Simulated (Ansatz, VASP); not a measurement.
## W (Tungsten): VASP beside Ansatz

Aim: how closely do two programs agree when they are given the same cell, functional and k mesh?

Calculated with Ansatz 0.2.0; plane waves, with VASP 6.6.1 beside it; single point at PBEsol.

## 1. The structure

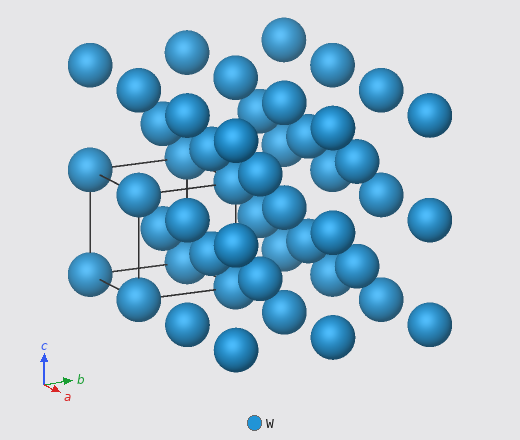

The cell as given, from a free direction (tungsten blue). 3×2×2 cells are drawn. This picture shows the conventional cell, with its axes. Some periodic images of atoms are drawn too.

Coordinates:

```cif
data_structure
_symmetry_space_group_name_H-M 'Im-3m'
_symmetry_Int_Tables_number 229
_cell_length_a 3.1647
_cell_length_b 3.1647
_cell_length_c 3.1647
_cell_angle_alpha 90.000
_cell_angle_beta 90.000
_cell_angle_gamma 90.000
_cell_volume 31.70
loop_
_atom_site_label
_atom_site_type_symbol
_atom_site_symmetry_multiplicity
_atom_site_Wyckoff_symbol
_atom_site_fract_x
_atom_site_fract_y
_atom_site_fract_z
_atom_site_occupancy
W1 W 2 a 0.00000 0.00000 0.00000 1
```

## 2. VASP: single point, PBEsol

With cell and atoms fixed, the geometry can't cause a difference; cores, projectors, grids and the points listed under the comparison can.

Lines of VASP's logs that name or quote its potential files are left out, and so is its time.

INCAR

```
SYSTEM = W
PREC = Accurate
ENCUT = 400
EDIFF = 1E-06
NELM = 100
ISMEAR = -1
SIGMA = 0.05
LREAL = .FALSE.
ALGO = Normal
GGA = PS
NBANDS = 9
LORBIT = 11
LWAVE = .FALSE.
LCHARG = .FALSE.
KPAR = 2
ISIF = 2
```

POSCAR

```
W
1.0
   -1.5823450000      1.5823450000      1.5823450000
    1.5823450000     -1.5823450000      1.5823450000
    1.5823450000      1.5823450000     -1.5823450000
W
1
Direct
    0.0000000000      0.0000000000      0.0000000000
```

KPOINTS

```
Automatic mesh
0
Gamma
12 12 12
0 0 0
```

Potentials, in the order of the species: W (PBE family, release 64).

Started as:

```console
$ mpirun -np 2 vasp_std
```

Numbers of over 12 decimals in the logs are rounded to 6 here.

The program printed:

```text
[banner, memory and clock lines left out]
running    2 mpi-ranks, on    1 nodes
 distrk:  each k-point on    1 cores,    2 groups
 distr:  one band on    1 cores,    1 groups

 POSCAR found type information on POSCAR W
 POSCAR found :  1 types and       1 ions
|                                                                             |
|               ----> ADVICE to this user running VASP <----                  |
|                                                                             |
|     You enforced a specific xc type in the INCAR file but a different       |
|     [... a line on the potential file left out ...]
|     I HOPE YOU KNOW WHAT YOU ARE DOING!                                     |
|                                                                             |

 LDA part: xc-table for (Slater+PW92), standard interpolation
 POSCAR, INCAR and KPOINTS ok, starting setup
 FFT: planning ... GRIDC
 FFT: planning ... GRID_SOFT
 FFT: planning ... GRID
 WAVECAR not read
 entering main loop
       N       E                     dE             d eps       ncg     rms          rms(c)
DAV:   1     0.345053393868E+01    0.34505E+01   -0.25481E+03  1304   0.454E+02
DAV:   2    -0.142940193187E+02   -0.17745E+02   -0.16978E+02  1526   0.118E+02
DAV:   3    -0.146161981893E+02   -0.32218E+00   -0.32154E+00  1467   0.130E+01
DAV:   4    -0.146169970008E+02   -0.79881E-03   -0.79879E-03  1489   0.715E-01
DAV:   5    -0.146169991345E+02   -0.21337E-05   -0.21344E-05  1485   0.321E-02    0.213E+01
DAV:   6    -0.140863070618E+02    0.53069E+00   -0.40300E-01  1417   0.403E+00    0.104E+01
DAV:   7    -0.138808920210E+02    0.20542E+00   -0.46857E-01  1459   0.421E+00    0.325E-01
DAV:   8    -0.138790572625E+02    0.18348E-02   -0.23682E-03  1374   0.370E-01    0.170E-01
DAV:   9    -0.138786660773E+02    0.39119E-03   -0.27716E-04  1519   0.730E-02    0.313E-02
DAV:  10    -0.138786660714E+02    0.58624E-08   -0.31411E-05  1509   0.387E-02    0.245E-02
DAV:  11    -0.138786647126E+02    0.13588E-05   -0.94711E-07   880   0.939E-03    0.462E-03
DAV:  12    -0.138786647736E+02   -0.60931E-07   -0.33930E-08   673   0.201E-03
   1 F= -.13878665E+02 E0= -.13876237E+02  d E =-.485576E-02
```

Parts of OUTCAR (step 2):

```text
ion  position               nearest neighbor table
   1  0.000  0.000  0.000-

  LATTYP: Found a body centered cubic cell.
 ALAT       =     3.1646900000

 Subroutine GETGRP returns: Found 48 space group operations
 (whereof 48 operations were pure point group operations)

The static configuration has the point symmetry O_h .

 Found     72 irreducible k-points:

   k-points           NKPTS =     72   k-points in BZ     NKDIM =     72   number of bands    NBANDS=      9

   dimension x,y,z NGX =    18 NGY =   18 NGZ =   18
   dimension x,y,z NGXF=    36 NGYF=   36 NGZF=   36

   ENCUT  =  400.0 eV  29.40 Ry    5.42 a.u.   4.47  4.47  4.47*2*pi/ulx,y,z

   NELECT =       6.0000    total number of electrons

 k-points in reciprocal lattice and weights: Automatic mesh
   0.00000000  0.00000000  0.00000000       0.001
   0.08333333  0.00000000  0.00000000       0.007
   0.16666667  0.00000000  0.00000000       0.007
   0.25000000  0.00000000  0.00000000       0.007
   0.33333333  0.00000000  0.00000000       0.007
   0.41666667  0.00000000  0.00000000       0.007
   0.50000000  0.00000000  0.00000000       0.003
   0.08333333  0.08333333  0.00000000       0.014
   0.16666667  0.08333333  0.00000000       0.028
[...]
0.50000000  0.50000000  0.41666667       0.007
   0.50000000  0.50000000  0.50000000       0.001

 average (electrostatic) potential at core
       1 -37.7301

 E-fermi :   7.5687

 k-point     1 :       0.0000    0.0000    0.0000
  band No.  band energies     occupation
      1      -1.9822      2.00000
      2       6.4112      2.00000
      3       6.4112      2.00000
      4       6.4112      2.00000
      5       9.8516      0.00000
      6       9.8516      0.00000
      7      22.9292      0.00000
      8      22.9292      0.00000
      9      22.9292      0.00000

 k-point     2 :       0.0833    0.0000    0.0000
  band No.  band energies     occupation
      1      -1.6567      2.00000
      2       6.2130      2.00000
      3       6.3620      2.00000
      4       6.7376      2.00000
      5       9.5596      0.00000
      6       9.8589      0.00000
      7      23.1985      0.00000
      8      23.4978      0.00000
      9      23.7017      0.00000

 k-point     3 :       0.1667    0.0000    0.0000
  band No.  band energies     occupation
      1      -0.7600      2.00000
      2       5.7130      2.00000
      3       6.1138      2.00000
      4       7.6919      0.15672
      5       9.1729      0.00000
      6       9.9096      0.00000
      7      23.6125      0.00000
      8      25.0976      0.00000
    ...

  Total       -0.6166245     -0.6166245     -0.6166245      0.0000000     -0.0000000      0.0000000
  in kB      -62.3401463    -62.3401463    -62.3401463      0.0000000     -0.0000000      0.0000000
  external PRESSURE =     -62.3401463 kB  Pullay stress =       0.0000000 kB

  energy-cutoff  :      400.00
  volume of cell :       15.85
      direct lattice vectors                 reciprocal lattice vectors
    -1.582345000  1.582345000  1.582345000     0.000000000  0.315986716  0.315986716
     1.582345000 -1.582345000  1.582345000     0.315986716  0.000000000  0.315986716
     1.582345000  1.582345000 -1.582345000     0.315986716  0.315986716  0.000000000

 POSITION                                       TOTAL-FORCE (eV/Angst)
 -----------------------------------------------------------------------------------
      0.00000      0.00000      0.00000         0.000000      0.000000      0.000000
 -----------------------------------------------------------------------------------
    total drift:                                0.000000      0.000000      0.000000

  FREE ENERGIE OF THE ION-ELECTRON SYSTEM (eV)
  ---------------------------------------------------
  free  energy   TOTEN  =       -13.8786647736 eV

  energy  without entropy=      -13.8738090167  energy(sigma->0) =      -13.87623690

 total charge
# of ion       s       p       d       tot
------------------------------------------
    1        0.670   0.723   4.177   5.570

[... 3 further parts left out ...]
```

The run ends at a pressure of -6.23 GPa.

## 3. Ansatz: single point, PBEsol

Ansatz runs on its default PAW (the set named soft_2) files.

The same cell, functional, mesh and smearing now go to Ansatz, which takes its cutoff from its data sets.

input.yaml

```yaml
crystal:
  lattice:
    - [-1.582345, 1.582345, 1.582345]
    - [1.582345, -1.582345, 1.582345]
    - [1.582345, 1.582345, -1.582345]
  atoms:
    - { symbol: W, position: [0.0, 0.0, 0.0] }
hamiltonian:
  xc: pbesol
  pseudopotentials: { kind: paw }
kpoints:
  mp_grid: { grid: [12, 12, 12] }
scf:
  occupations: { method: fermi_dirac, width: 0.05 }
  n_extra_bands: 4
output:
  forces: true
  stress: true
  eigenvalues: true
```

Started as:

```console
$ ansatz run input.yaml --threads 2 --pin off --max-ram 4608MiB --backend cpu --events-out ev --progress --plain --runs-dir out
```

The program printed:

```text
scf.n_extra_bands = 4 over 7 filled bands (N_el = 14.0): the run solves 11 bands
Engine: ansatz 0.2.0, aarch64-unknown-linux-gnu
Pseudopotentials: kind: paw
Pseudopotential: W, paw, valence charge 14, recommended cutoff 420 eV (normal), W.paw.azcp
Functional definition: PBEsol
  exchange = pbesol_x
  correlation = pbesol_c
Crystal: 1 atoms, lattice volume = 15.848 Å³
Basis set: ecut = 420 eV, 321 PW (Γ), exchange–correlation on 40×40×40 points (8 copies of the dense FFT grid, shifted against one another)
Bands: 11, of which v1, the nominal top of the filled ones, is band 7 counted from 1 (6 counted from 0)
Symmetry: 48 space group operations
Space group: Im-3m (ITA 229), of the structure as read, at distance tolerance 2.5e-5 Å
k-points: 72 of 1728
Non-local potential: W, projectors of the file, l = 0: 3, l = 1: 2, l = 2: 2, l = 3: 1
PAW form: soft (Blöchl's): semilocal exchange-correlation on the pseudo side does not see the compensation charge
PAW frozen core: W, regenerated for the run's functional, and the local potential with it (the file was generated under x = pbe(κ = 0.804, μ = 0.219515), c = pbe(β = 0.066725))
PAW one-centre angular grid: W, 590 points (default); XC on 64 Gauss nodes
Initial density: superposition of atomic densities (neutral atoms: chi_scale 0, normalization atom), corrected by the library's trained network
Initial wavefunctions: pseudopotential atomic-orbital guess
Functional: x = pbesol(κ = 0.804, μ = 0.123457), c = pbesol(β = 0.046)
SCF iter   1: F=—  HF=-10256.566395 eV  |F-HF|=—  |Δ(HF+E_count)|=         —  Δρ=1.83e-3  dr2=8.81e-5  ethr=1.77e-3  ⟨swp⟩=5.0  Hψ=4222  notcnv=0
preconditioner: auto → none  [metal: Δε(μ)=0.035 eV  Ē_g=9.061 eV  σ=0.050 eV  W_gap=0.17  n_scr=0 (ndim 8)  ℏωp=22.8 eV  f_vac=0.000  D(μ)=0.65/eV (n_scr^D=0)]
SCF iter   2: F=—  HF=-10256.566228 eV  |F-HF|=—  |Δ(HF+E_count)|=   1.67e-4  Δρ=9.80e-4  dr2=3.01e-5  ethr=6.29e-7  ⟨swp⟩=2.2  Hψ=1834  notcnv=0
SCF iter   3: F=—  HF=-10256.566263 eV  |F-HF|=—  |Δ(HF+E_count)|=   3.47e-5  Δρ=2.55e-4  dr2=5.22e-6  ethr=2.15e-7  ⟨swp⟩=2.0  Hψ=1171  notcnv=0
SCF iter   4: F=—  HF=-10256.566262 eV  |F-HF|=—  |Δ(HF+E_count)|=   3.15e-7  Δρ=7.38e-5  dr2=6.97e-7  ethr=3.73e-8  ⟨swp⟩=2.5  Hψ=1061  notcnv=0
iter 5 did not close the SCF: its close was put off for the readings that it lacked (scf_convergence_deferred on its scf_iter line)
SCF iter   5: F=-10256.566262 eV  HF=-10256.566262 eV  |F-HF|=8.34e-8  |Δ(HF+E_count)|=   2.81e-7  Δρ=2.94e-5  dr2=9.91e-8  ethr=4.98e-9  ⟨swp⟩=2.9  Hψ=1252  notcnv=0
SCF iter   6: F=-10256.566262 eV  HF=-10256.566262 eV  |F-HF|=9.09e-12  |Δ(HF+E_count)|=   4.69e-8  Δρ=6.18e-7  dr2=1.31e-11  ethr=7.08e-10  ⟨swp⟩=2.6  Hψ=2911  notcnv=0
SCF 1 converged in 6 iterations: F = -10256.566262 eV  dr2 = 1.31e-11
  greatest PAW one-centre occupation: 1.000 electrons in one spin orbital (limit 2), on the W atom at site 0 (counted from 0), in its partial waves of l = 0
SCF converged after 6 iterations
Free energy (F): -10256.566262 eV
Harris-Foulkes:  -10256.566262 eV  (|F-HF|=9.09e-12)
Internal energy: -10256.561248 eV  (E = F + TS)
E sigma→0 (E₀):  -10256.563755 eV
Entropy (-TS):   -0.005014 eV (-5.014 meV/atom)
Fermi energy:    22.372305 eV
--- Per-component energies (eV) ---
  E_band       = -83.503528
  E_kinetic    = 450.223292
  E_local      = -600.905548  (includes V_loc(G=0)·N_el)
  E_nonlocal   = 2.950644
  E_hartree    = 214.998681
  E_xc         = -265.255178
  E_vxc        = -238.676181  (∫ρ·V_xc dr)
  E_paw        = -8436.026193  (= ΣΔE_a)
  E_vpaw       = -127.093052  (= ΣTr[D̂ρ^β])
  E_aug_tail   = -0.000061  (compensation charges beyond the density's cutoff)
  E_ewald      = -1622.768677
  E_core_change = 0.221792  (= ΣΔE_core)
  E_smearing   = -0.005014  (= −TS)
  E_closure    = 0.000000  (closes the sum)
  Σ components = -10256.566262   (vs F -10256.566262, Δ=0.00e0)
--- Forces (eV/Å), atoms counted from 1 ---
  atom   1  W     -0.00000000     0.00000000     0.00000000
  max |Σ_I F_I| component: 1.17e-31 eV/Å
--- Stress (GPa, compression-positive) ---
       -3.013162       0.000000      -0.000000
        0.000000      -3.013162      -0.000000
       -0.000000       0.000000      -3.013162
  P = ⅓ Tr σ = -3.0132 GPa (-30.132 kbar)
--- Band table (eV; the first three rows and the last of 72) ---
  k-point 0: bands = [... 3 lower, -15.2172, 12.8125, 21.2118, 21.2118, 21.2118, 24.6792, 24.6792, 36.9789]
  k-point 1: bands = [... 3 lower, -15.2177, 13.1469, 21.0117, 21.1611, 21.5376, 24.3793, 24.6844, 37.2530]
  k-point 2: bands = [... 3 lower, -15.2190, 14.0607, 20.5085, 20.9098, 22.4905, 23.9863, 24.7314, 37.7132]
  k-point 71: bands = [... 3 lower, -16.1255, 16.5989, 16.5989, 27.6257, 27.6257, 27.6257, 30.7064, 30.7064]
```

Wall time 1.1 s (2 threads of Arm Neoverse N1, shared host); peak memory 0.26 GiB.

The run ends at a pressure of -3.01 GPa.

## 4. Side by side

Known differences besides the PAW data sets themselves: the data sets hold 14 valence electrons in Ansatz (default PAW (the set named soft_2) files) and 6 in VASP; the cutoff is 420 eV in Ansatz and 400 eV in VASP; Ansatz makes its cores anew for this functional, VASP keeps those of its PBE data sets; VASP leaves aspherical gradient terms in its spheres out (LASPH is not set), Ansatz keeps them. Total energies have different zeros and are not compared.

The two programs side by side:

```tsv
quantity	Ansatz	VASP	difference
pressure (GPa)	-3.01	-6.23	+3.22
```

Ansatz's pressure holds a Pulay correction of 0.06 GPa; VASP's holds none.

## 5. Further runs

The difference is large enough to ask for its cause, so further runs change the set-up of one program at a time, as the table lists.

```tsv
run	difference in pressure (GPa)
as above	3.2
cores kept as stored, as VASP does, whose cores stay as stored	3.2
Ansatz's larger PAW set (cutoff 880 eV)	3.4
norm-conserving potentials (cutoff 1007 eV)	3.5
```

## 6. What came out

```
difference in pressure (single point, PBEsol) : 3.2 GPa
```

In words: The difference in pressure is 3.2 GPa (single point, PBEsol), beyond the 1 GPa picked in this series as the mark of a large difference. For single point, PBEsol: no further run halves the difference in pressure; only Ansatz's side was varied, and Ansatz's runs with other potentials lie closer to each other than to VASP, which for this quantity points to VASP's side; this was not tested here. How closely two codes agree says nothing of how well the functional describes the real material.

[Lines on the potential files, build, host, timing and source positions are cut from VASP's logs without a mark.]

[Logs are printed without paths, hosts, clocks, repeated set-up lines and the standing remarks that a program may print on its own settings, such as how far it seeks lower states.]

[Hosts, paths, dates, database ids (printed as entryN), source tags and the programs' standing remarks are cut or masked in the printed files.]
